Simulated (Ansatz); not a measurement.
## Cd3Mo, from a guessed structure to a relaxed one

This structure for Cd3Mo is made up. Its elements were placed in a known structure type with a cell scaled to their sizes. What cell does the guess relax to, and how far off was it?

Program: Ansatz 0.2.0. Level of theory: DFT, PBE, plane-wave PAW, files of the set soft_1, scalar-relativistic, no spin, cell and ions relaxed at zero pressure; PAW set soft_1, in the first sound run; inputs show where later runs differ. Results are calculated unless marked as measured.

**1. Set-up**

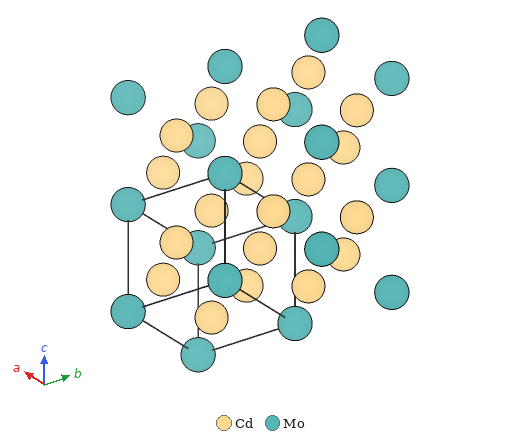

The cell as given, from a free direction (cadmium orange, molybdenum teal). 1×2×2 cells are drawn. Some periodic images of atoms are drawn too.

As a file:

```cif
data_structure
_symmetry_space_group_name_H-M 'P 1'
_symmetry_Int_Tables_number 1
_cell_length_a 4.2910
_cell_length_b 4.2910
_cell_length_c 4.2910
_cell_angle_alpha 90.000
_cell_angle_beta 90.000
_cell_angle_gamma 90.000
_cell_volume 79.01
loop_
_atom_site_label
_atom_site_type_symbol
_atom_site_fract_x
_atom_site_fract_y
_atom_site_fract_z
_atom_site_occupancy
Cd1 Cd 0.50000 0.50000 0.00000 1
Cd2 Cd 0.50000 0.00000 0.50000 1
Cd3 Cd 0.00000 0.50000 0.50000 1
Mo4 Mo 0.00000 0.00000 0.00000 1
```

**2. Relaxing cell and atoms**

The guessed cell has no reason to be at equilibrium. It is relaxed with the atoms, within the space group of the guess.

Input file input.yaml:

```yaml
crystal:
  lattice:
    - [4.291, 0.0, 0.0]
    - [0.0, 4.291, 0.0]
    - [0.0, 0.0, 4.291]
  atoms:
    - { symbol: Cd, position: [0.5, 0.5, 0.0] }
    - { symbol: Cd, position: [0.5, 0.0, 0.5] }
    - { symbol: Cd, position: [0.0, 0.5, 0.5] }
    - { symbol: Mo, position: [0.0, 0.0, 0.0] }
kpoints:
  mp_grid: { grid: [6, 6, 6] }
scf:
  occupations: { method: fermi_dirac, width: 0.05 }
hamiltonian:
  xc: pbe
  pseudopotentials: { kind: paw, azcp: { folder: soft_1 } }
relax:
  f_tol: 0.015
  max_steps: 70
  cell: {}
output:
  forces: true
  stress: true
```

Run with:

```console
ansatz run input.yaml --threads 4 --pin off --max-ram 8192MiB --backend cpu --events-out ev --progress --plain --runs-dir out
```

Numbers of over 12 decimals in the logs are rounded to 6 here.

Output:

```text
Engine: ansatz 0.2.0, aarch64-unknown-linux-gnu
Pseudopotentials: kind: paw
Pseudopotential: Cd, paw, valence charge 20, recommended cutoff 420 eV (normal), soft_1/Cd.paw.azcp
Pseudopotential: Mo, paw, valence charge 14, recommended cutoff 420 eV (normal), soft_1/Mo.paw.azcp
Functional definition: PBE
  parameter kappa = 0.804
  parameter beta = 0.066725
  exchange = pbe_x(kappa = kappa, mu = beta*pi^2/3)
  correlation = pbe_c(beta = beta)
Crystal: 4 atoms, lattice volume = 79.009 Å³
Basis set: ecut = 420 eV, 1551 PW (Γ), exchange–correlation on 60×60×60 points (8 copies of the dense FFT grid, shifted against one another)
Bands: 45, of which v1, the nominal top of the filled ones, is band 37 counted from 1 (36 counted from 0)
Symmetry: 48 space group operations
Space group: Pm-3m (ITA 221), of the structure as read, at distance tolerance 4.3e-5 Å
k-points: 20 of 216
Non-local potential: Cd, projectors of the file, l = 0: 3, l = 1: 2, l = 2: 2, l = 3: 1
Non-local potential: Mo, projectors of the file, l = 0: 3, l = 1: 2, l = 2: 2, l = 3: 1
PAW form: soft (Blöchl's): semilocal exchange-correlation on the pseudo side does not see the compensation charge
PAW one-centre angular grid: Cd, 590 points (default); XC on 64 Gauss nodes
PAW one-centre angular grid: Mo, 590 points (default); XC on 64 Gauss nodes
Initial density: superposition of atomic densities (chi_scale 0.1, normalization cell, long waves kept (reshape's long-wave potential 0.00 eV rms))
Initial wavefunctions: pseudopotential atomic-orbital guess
Functional: x = pbe(κ = 0.804, μ = 0.219515), c = pbe(β = 0.066725)
SCF iter   1: F=—  HF=-29720.225737 eV  |F-HF|=—  |Δ(HF+E_count)|=         —  Δρ=8.55e-2  dr2=1.12e1  ethr=3.10e-3  ⟨swp⟩=6.0  Hψ=3030  notcnv=0  defer=1
preconditioner: auto → Kerker (q_TF=auto, 2.699 Å⁻¹)  [metal: Δε(μ)=0.107 eV  Ē_g=11.282 eV  σ=0.050 eV  W_gap=0.49  n_scr=26 (ndim 8)  ℏωp=27.1 eV  f_vac=0.000  D(μ)=2.12/eV (n_scr^D=18)]
SCF iter   2: F=—  HF=-29718.293483 eV  |F-HF|=—  |Δ(HF+E_count)|=    1.93e0  Δρ=2.38e-2  dr2=4.22e-1  ethr=3.10e-3  ⟨swp⟩=3.0  Hψ=1778  notcnv=0  defer=28
SCF iter   3: F=—  HF=-29718.268037 eV  |F-HF|=—  |Δ(HF+E_count)|=   2.54e-2  Δρ=1.26e-2  dr2=1.36e-1  ethr=5.71e-4  ⟨swp⟩=2.0  Hψ=1121  notcnv=0  defer=31
SCF iter   4: F=—  HF=-29718.263741 eV  |F-HF|=—  |Δ(HF+E_count)|=   4.30e-3  Δρ=5.13e-3  dr2=2.83e-2  ethr=1.84e-4  ⟨swp⟩=2.0  Hψ=1034  notcnv=0  defer=31
SCF iter   5: F=—  HF=-29718.258440 eV  |F-HF|=—  |Δ(HF+E_count)|=   5.30e-3  Δρ=1.16e-3  dr2=1.23e-3  ethr=3.83e-5  ⟨swp⟩=2.0  Hψ=1509  notcnv=0  defer=31
SCF iter   6: F=—  HF=-29718.258189 eV  |F-HF|=—  |Δ(HF+E_count)|=   2.51e-4  Δρ=6.21e-4  dr2=7.81e-4  ethr=1.66e-6  ⟨swp⟩=2.1  Hψ=1347  notcnv=0  defer=31
SCF iter   7: F=—  HF=-29718.258098 eV  |F-HF|=—  |Δ(HF+E_count)|=   9.07e-5  Δρ=2.57e-4  dr2=9.91e-5  ethr=1.06e-6  ⟨swp⟩=2.0  Hψ=947  notcnv=0  defer=31
SCF iter   8: F=—  HF=-29718.258250 eV  |F-HF|=—  |Δ(HF+E_count)|=   1.52e-4  Δρ=5.06e-5  dr2=4.12e-6  ethr=1.34e-7  ⟨swp⟩=2.0  Hψ=986  notcnv=0  defer=31
SCF iter   9: F=—  HF=-29718.258250 eV  |F-HF|=—  |Δ(HF+E_count)|=   3.92e-7  Δρ=9.90e-6  dr2=1.11e-7  ethr=5.57e-9  ⟨swp⟩=1.9  Hψ=946  notcnv=0  defer=31
SCF iter  10: F=-29718.258250 eV  HF=-29718.258250 eV  |F-HF|=2.90e-9  |Δ(HF+E_count)|=   6.95e-9  Δρ=2.74e-6  dr2=9.39e-9  ethr=1.35e-10  ⟨swp⟩=3.8  Hψ=2460  notcnv=0
SCF 1 converged in 10 iterations: F = -29718.258250 eV  dr2 = 9.39e-9
  greatest PAW one-centre occupation: 1.000 electrons in one spin orbital (limit 2), on the Cd atom at site 2 (counted from 0), in its partial waves of l = 0
relax step   1: F+E_penalty+E_count = -29718.25825004 eV  Δ(F+E_penalty+E_count) = +0.000e0 eV  max|allowed force component| = 1.256e-28 eV/Å  Δτ_max = 0.0000 Å  P = -3.007 GPa  Ω = 79.009 Å³  (10 SCF iters, dr2 threshold 1.00e-7 eV, accepted)
Crystal: 4 atoms, lattice volume = 73.649 Å³
Basis set: ecut = 420 eV, 1419 PW (Γ), exchange–correlation on 60×60×60 points (8 copies of the dense FFT grid, shifted against one another)
Initial density: handed on by an earlier stage of this run
Initial wavefunctions: those handed on with the density
iter 1 solved again at ethr=1.93e-5 eV; its pass at ethr=3.10e-3 eV (dr2=1.43e-2 eV) is discarded
SCF iter   1: F=—  HF=-29718.250969 eV  |F-HF|=—  |Δ(HF+E_count)|=         —  Δρ=4.49e-3  dr2=1.50e-2  ethr=1.93e-5  ⟨swp⟩=1.9  Hψ=3901  notcnv=0
preconditioner: auto → Kerker (q_TF=auto, 2.730 Å⁻¹)  [metal: Δε(μ)=0.082 eV  Ē_g=11.265 eV  σ=0.050 eV  W_gap=0.36  n_scr=26 (ndim 8)  ℏωp=28.0 eV  f_vac=0.000  D(μ)=1.82/eV (n_scr^D=6)]
SCF iter   2: F=—  HF=-29718.247544 eV  |F-HF|=—  |Δ(HF+E_count)|=   3.43e-3  Δρ=2.28e-3  dr2=4.35e-3  ethr=1.93e-5  ⟨swp⟩=2.4  Hψ=1225  notcnv=0
SCF iter   3: F=—  HF=-29718.246352 eV  |F-HF|=—  |Δ(HF+E_count)|=   1.19e-3  Δρ=6.16e-4  dr2=3.41e-4  ethr=5.87e-6  ⟨swp⟩=2.3  Hψ=1290  notcnv=0
SCF iter   4: F=—  HF=-29718.246473 eV  |F-HF|=—  |Δ(HF+E_count)|=   1.21e-4  Δρ=2.07e-4  dr2=3.71e-5  ethr=4.60e-7  ⟨swp⟩=2.0  Hψ=1272  notcnv=0
SCF iter   5: F=—  HF=-29718.246465 eV  |F-HF|=—  |Δ(HF+E_count)|=   7.31e-6  Δρ=4.15e-5  dr2=2.45e-6  ethr=5.01e-8  ⟨swp⟩=2.5  Hψ=1365  notcnv=0
SCF iter   6: F=-29718.246465 eV  HF=-29718.246465 eV  |F-HF|=1.72e-7  |Δ(HF+E_count)|=   4.57e-7  Δρ=1.51e-5  dr2=3.34e-7  ethr=5.41e-10  ⟨swp⟩=4.0  Hψ=2809  notcnv=0
SCF 2 converged in 6 iterations: F = -29718.246465 eV  dr2 = 3.34e-7
relax step   2: F+E_penalty+E_count = -29718.24646478 eV  Δ(F+E_penalty+E_count) = +1.179e-2 eV  max|allowed force component| = 2.406e-29 eV/Å  Δτ_max = 0.0000 Å  P = +4.311 GPa  Ω = 73.649 Å³  energy of the carried Pulay correction = +1.245e-3 eV  (6 SCF iters, dr2 threshold 4.00e-7 eV, rejected (line search))
Crystal: 4 atoms, lattice volume = 76.715 Å³
Basis set: ecut = 420 eV, 1503 PW (Γ), exchange–correlation on 60×60×60 points (8 copies of the dense FFT grid, shifted against one another)
iter 1 solved again at ethr=6.92e-6 eV; its pass at ethr=3.10e-3 eV (dr2=5.12e-3 eV) is discarded
SCF iter   1: F=—  HF=-29718.284283 eV  |F-HF|=—  |Δ(HF+E_count)|=         —  Δρ=2.63e-3  dr2=5.45e-3  ethr=6.92e-6  ⟨swp⟩=1.4  Hψ=3898  notcnv=0
preconditioner: auto → Kerker (q_TF=auto, 2.712 Å⁻¹)  [metal: Δε(μ)=0.015 eV  Ē_g=11.073 eV  σ=0.050 eV  W_gap=0.07  n_scr=26 (ndim 8)  ℏωp=27.5 eV  f_vac=0.000  D(μ)=1.86/eV (n_scr^D=18)]
SCF iter   2: F=—  HF=-29718.283030 eV  |F-HF|=—  |Δ(HF+E_count)|=   1.25e-3  Δρ=1.33e-3  dr2=1.58e-3  ethr=6.92e-6  ⟨swp⟩=2.9  Hψ=1242  notcnv=0
SCF iter   3: F=—  HF=-29718.282598 eV  |F-HF|=—  |Δ(HF+E_count)|=   4.32e-4  Δρ=3.78e-4  dr2=1.36e-4  ethr=2.14e-6  ⟨swp⟩=2.5  Hψ=1307  notcnv=0
SCF iter   4: F=—  HF=-29718.282580 eV  |F-HF|=—  |Δ(HF+E_count)|=   1.83e-5  Δρ=1.23e-4  dr2=1.36e-5  ethr=1.84e-7  ⟨swp⟩=2.0  Hψ=1290  notcnv=0
SCF iter   5: F=—  HF=-29718.282754 eV  |F-HF|=—  |Δ(HF+E_count)|=   1.74e-4  Δρ=2.48e-5  dr2=8.98e-7  ethr=1.84e-8  ⟨swp⟩=2.6  Hψ=1426  notcnv=0
SCF iter   6: F=—  HF=-29718.282739 eV  |F-HF|=—  |Δ(HF+E_count)|=   1.50e-5  Δρ=9.09e-6  dr2=1.36e-7  ethr=1.21e-9  ⟨swp⟩=2.0  Hψ=1011  notcnv=0
SCF iter   7: F=—  HF=-29718.282739 eV  |F-HF|=—  |Δ(HF+E_count)|=   2.23e-8  Δρ=1.71e-6  dr2=2.65e-9  ethr=1.84e-10  ⟨swp⟩=2.0  Hψ=1076  notcnv=0
SCF iter   8: F=—  HF=-29718.282739 eV  |F-HF|=—  |Δ(HF+E_count)|=  8.40e-10  Δρ=3.72e-7  dr2=9.37e-11  ethr=3.58e-12  ⟨swp⟩=2.4  Hψ=1312  notcnv=0
SCF iter   9: F=-29718.282739 eV  HF=-29718.282739 eV  |F-HF|=3.64e-12  |Δ(HF+E_count)|=  6.18e-11  Δρ=9.17e-8  dr2=6.22e-12  ethr=1.00e-12  ⟨swp⟩=3.9  Hψ=2559  notcnv=0
SCF 3 converged in 9 iterations: F = -29718.282739 eV  dr2 = 6.22e-12
relax step   3: F+E_penalty+E_count = -29718.28273894 eV  Δ(F+E_penalty+E_count) = -2.449e-2 eV  max|allowed force component| = 6.653e-29 eV/Å  Δτ_max = 0.0000 Å  P = -0.256 GPa  Ω = 76.715 Å³  energy of the carried Pulay correction = +5.150e-4 eV  (9 SCF iters, accepted)
Crystal: 4 atoms, lattice volume = 76.524 Å³
iter 1 solved again at ethr=1.16e-8 eV; its pass at ethr=3.10e-3 eV (dr2=8.57e-6 eV) is discarded
SCF iter   1: F=—  HF=-29718.282785 eV  |F-HF|=—  |Δ(HF+E_count)|=         —  Δρ=1.61e-4  dr2=2.09e-5  ethr=1.16e-8  ⟨swp⟩=2.0  Hψ=3794  notcnv=0
eigensolver tolerance schedule calibrated: the retry pair's looser diagonalisation under-reported the residual by θ = 0.59 (0.11/decade); ethr = c·dr2/N_el runs at the constant in force after the calibration composes with the one it found (an armed cap, an earlier calibration), c = 8.5e-2
preconditioner: auto → Kerker (q_TF=auto, 2.713 Å⁻¹)  [metal: Δε(μ)=0.075 eV  Ē_g=11.064 eV  σ=0.050 eV  W_gap=0.33  n_scr=26 (ndim 8)  ℏωp=27.5 eV  f_vac=0.000  D(μ)=1.89/eV (n_scr^D=18)]
SCF iter   2: F=—  HF=-29718.282940 eV  |F-HF|=—  |Δ(HF+E_count)|=   1.55e-4  Δρ=8.14e-5  dr2=5.97e-6  ethr=1.16e-8  ⟨swp⟩=2.0  Hψ=1212  notcnv=0
SCF iter   3: F=—  HF=-29718.282938 eV  |F-HF|=—  |Δ(HF+E_count)|=   1.56e-6  Δρ=2.35e-5  dr2=5.29e-7  ethr=6.83e-9  ⟨swp⟩=2.1  Hψ=1288  notcnv=0
iter 4 did not close the SCF: its close was put off for the readings that it lacked (scf_convergence_deferred on its scf_iter line)
SCF iter   4: F=-29718.282938 eV  HF=-29718.282938 eV  |F-HF|=2.23e-8  |Δ(HF+E_count)|=   8.40e-8  Δρ=7.80e-6  dr2=5.42e-8  ethr=6.04e-10  ⟨swp⟩=2.0  Hψ=1307  notcnv=0
iter 5 did not close the SCF: its close was put off for the readings that it lacked (scf_convergence_deferred on its scf_iter line)
SCF iter   5: F=-29718.282938 eV  HF=-29718.282938 eV  |F-HF|=1.75e-9  |Δ(HF+E_count)|=   1.07e-8  Δρ=1.54e-6  dr2=3.70e-9  ethr=6.19e-11  ⟨swp⟩=2.4  Hψ=1437  notcnv=0
SCF iter   6: F=-29718.282938 eV  HF=-29718.282938 eV  |F-HF|=2.76e-10  |Δ(HF+E_count)|=  6.48e-10  Δρ=5.84e-7  dr2=5.32e-10  ethr=4.23e-12  ⟨swp⟩=1.1  Hψ=2122  notcnv=0
SCF 4 converged in 6 iterations: F = -29718.282938 eV  dr2 = 5.32e-10
relax step   4: F+E_penalty+E_count = -29718.28293796 eV  Δ(F+E_penalty+E_count) = -1.990e-4 eV  max|allowed force component| = 3.340e-29 eV/Å  Δτ_max = 0.0000 Å  P = -0.004 GPa  Ω = 76.524 Å³  energy of the carried Pulay correction = +5.589e-4 eV  (6 SCF iters, dr2 threshold 1.64e-7 eV, accepted)
Initial wavefunctions: pseudopotential atomic-orbital guess (no wavefunctions were taken with the density)
iter 1 solved again at ethr=2.50e-8 eV; its pass at ethr=3.10e-3 eV (dr2=1.85e-5 eV) is discarded
SCF iter   1: F=—  HF=-29718.282221 eV  |F-HF|=—  |Δ(HF+E_count)|=         —  Δρ=5.72e-5  dr2=4.45e-7  ethr=2.50e-8  ⟨swp⟩=3.0  Hψ=5364  notcnv=0
preconditioner: auto → Kerker (q_TF=auto, 2.713 Å⁻¹)  [metal: Δε(μ)=0.075 eV  Ē_g=11.065 eV  σ=0.050 eV  W_gap=0.33  n_scr=26 (ndim 8)  ℏωp=27.5 eV  f_vac=0.000  D(μ)=1.89/eV (n_scr^D=18)]
SCF iter   2: F=—  HF=-29718.282377 eV  |F-HF|=—  |Δ(HF+E_count)|=   1.56e-4  Δρ=2.85e-5  dr2=1.32e-7  ethr=6.01e-10  ⟨swp⟩=2.0  Hψ=1519  notcnv=0
SCF iter   3: F=—  HF=-29718.282377 eV  |F-HF|=—  |Δ(HF+E_count)|=   1.06e-7  Δρ=8.84e-6  dr2=2.16e-8  ethr=1.79e-10  ⟨swp⟩=3.0  Hψ=1494  notcnv=0
SCF iter   4: F=—  HF=-29718.282377 eV  |F-HF|=—  |Δ(HF+E_count)|=   7.33e-9  Δρ=5.22e-7  dr2=2.10e-10  ethr=2.92e-11  ⟨swp⟩=2.0  Hψ=1285  notcnv=0
iter 5 did not close the SCF: its close was put off for the readings that it lacked (scf_convergence_deferred on its scf_iter line)
SCF iter   5: F=-29718.282377 eV  HF=-29718.282377 eV  |F-HF|=3.64e-12  |Δ(HF+E_count)|=  5.82e-11  Δρ=7.99e-8  dr2=8.63e-12  ethr=1.00e-12  ⟨swp⟩=1.2  Hψ=904  notcnv=0
SCF iter   6: F=-29718.282377 eV  HF=-29718.282377 eV  |F-HF|=0.00e0  |Δ(HF+E_count)|=  1.09e-11  Δρ=2.85e-8  dr2=8.29e-13  ethr=1.00e-12  ⟨swp⟩=2.5  Hψ=2636  notcnv=0
SCF 5 converged in 6 iterations: F = -29718.282377 eV  dr2 = 8.29e-13
  greatest PAW one-centre occupation: 1.000 electrons in one spin orbital (limit 2), on the Cd atom at site 0 (counted from 0), in its partial waves of l = 0
relax step   5: F+E_penalty+E_count = -29718.28237712 eV  Δ(F+E_penalty+E_count) = +5.608e-4 eV  max|allowed force component| = 2.853e-29 eV/Å  Δτ_max = 0.0000 Å  P = -0.003 GPa  Ω = 76.524 Å³  stress off target by 3.20e-3 GPa  SCF on the basis re-selected at this cell (its energy is not comparable with the rows above)  (6 SCF iters)
basis re-selected at this cell: Δ(F+E_penalty+E_count) = +5.608e-4 eV, ΔP = +0.001 GPa vs the last step (what re-selecting the basis moved, of the pressure what is left beyond the Pulay correction that the steps carried, after the strain that the cell walked since its last selection, with what the two solves' SCF thresholds leave and, on support functions, any second-order correction that the steps lacked; it is no m [...]
SCF converged after 6 iterations
Free energy (F): -29718.282377 eV
Harris-Foulkes:  -29718.282377 eV  (|F-HF|=0.00e0)
Internal energy: -29718.266216 eV  (E = F + TS)
E sigma→0 (E₀):  -29718.274297 eV
Entropy (-TS):   -0.016161 eV (-4.040 meV/atom)
Fermi energy:    16.593917 eV
--- Per-component energies (eV) ---
  E_band       = -1161.407300
  E_kinetic    = 1741.403045
  E_local      = -9355.305237  (includes V_loc(G=0)·N_el)
  E_nonlocal   = 504.762080
  E_hartree    = 4288.398474
  E_xc         = -647.620531
  E_vxc        = -810.440300  (∫ρ·V_xc dr)
  E_paw        = -15502.331679  (= ΣΔE_a)
  E_vpaw       = -1818.624989  (= ΣTr[D̂ρ^β])
  E_aug_tail   = 0.001116  (compensation charges beyond the density's cutoff)
  E_ewald      = -10747.573485
  E_smearing   = -0.016161  (= −TS)
  E_closure    = -0.000000  (closes the sum)
  Σ components = -29718.282377   (vs F -29718.282377, Δ=0.00e0)
--- Forces (eV/Å), atoms counted from 1 ---
  atom   1  Cd     0.00000000     0.00000000    -0.00000000
  atom   2  Cd     0.00000000     0.00000000     0.00000000
  atom   3  Cd    -0.00000000     0.00000000     0.00000000
  atom   4  Mo    -0.00000000    -0.00000000     0.00000000
  max |Σ_I F_I| component: 8.78e-29 eV/Å
--- Stress (GPa, compression-positive) ---
       -0.003196       0.000000      -0.000000
        0.000000      -0.003196      -0.000000
       -0.000000       0.000000      -0.003196
  P = ⅓ Tr σ = -0.0032 GPa (-0.032 kbar)
--- Relaxed structure (4 steps of the walk, 3 accepted, 1 SCFs on fresh bases) ---
  F+E_penalty+E_count = -29718.28237712 eV   max|allowed force component| = 2.853e-29 eV/Å   (the final SCF, on the basis selected at the relaxed cell)
  cell:  # Å, volume = 76.5243 Å³
    - [4.245542, 0, 0]
    - [0, 4.245542, 0.0]
    - [0, 0.0, 4.245542]
  atoms:
    - { symbol: Cd, position: [0.5, 0.5, 0] }
    - { symbol: Cd, position: [0.5, 0, 0.5] }
    - { symbol: Cd, position: [0, 0.5, 0.5] }
    - { symbol: Mo, position: [0, 0, 0] }
```

The job ended after 5.4 s (4 threads of Arm Neoverse V1, shared host; peak memory 0.42 GiB).

The steps of the relaxation:

```
step  energy less that of the first step (eV)  largest force component (eV/Å)  pressure (GPa)  volume (Å³)
   1                                   0.0000                          0.0000           -3.01        79.01
   2                                   0.0118                          0.0000            4.31        73.65
   3                                  -0.0245                          0.0000           -0.26        76.71
   4                                  -0.0247                          0.0000            0.00        76.52
  5*                                  -0.0241                          0.0000            0.00        76.52
```

Relaxation steps marked * repeat the geometry before them on a plane-wave basis chosen anew for their cell, so energy and pressure can jump there. Relaxation step 2 was tried and not accepted.

The run keeps the 48 symmetry operations that it works with, so distortions that break them were not tested.

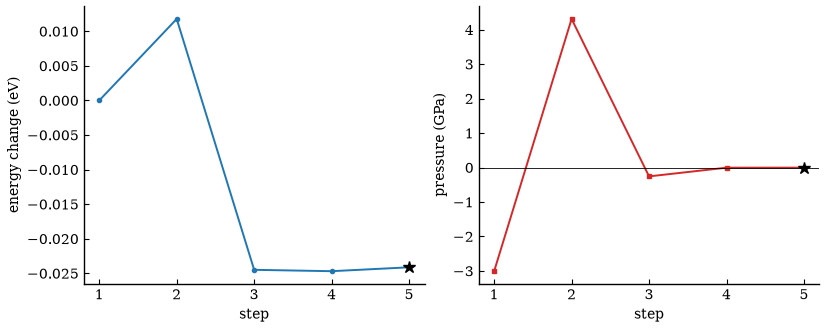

Energy and pressure along the relaxation. Stars mark steps on a basis chosen anew.

```
conventional cell, symmetrised  before  after  change
                         a (Å)   4.291  4.246  -1.1 %
                         b (Å)   4.291  4.246  -1.1 %
                         c (Å)   4.291  4.246  -1.1 %
              volume (Å³/atom)   19.75  19.13  -3.1 %
```

This step gave:

```
free energy             : -29718.2824 eV
energy at zero smearing : -29718.2743 eV
smearing term TS        : 0.01616 eV
Fermi energy            : 16.59 eV
electrons               : 74
symmetry operations     : 48
pressure                : -0.003196 GPa
```

The shortest distance of each pair, which need not be the same contact before and after:

```
 pair  guess (Å)  relaxed (Å)
Cd–Mo      3.034        3.002
Cd–Cd      3.034        3.002
Mo–Mo      4.291        4.246
```

The relaxation ends with a pressure of 0.00 GPa.

(Continued in part 2 of 2.)

[Logs are printed without paths, hosts, clocks, repeated set-up lines and the standing remarks that a program may print on its own settings, such as how far it seeks lower states.]

[Hosts, paths, dates, database ids (printed as entryN), source tags and the programs' standing remarks are cut or masked in the printed files.]
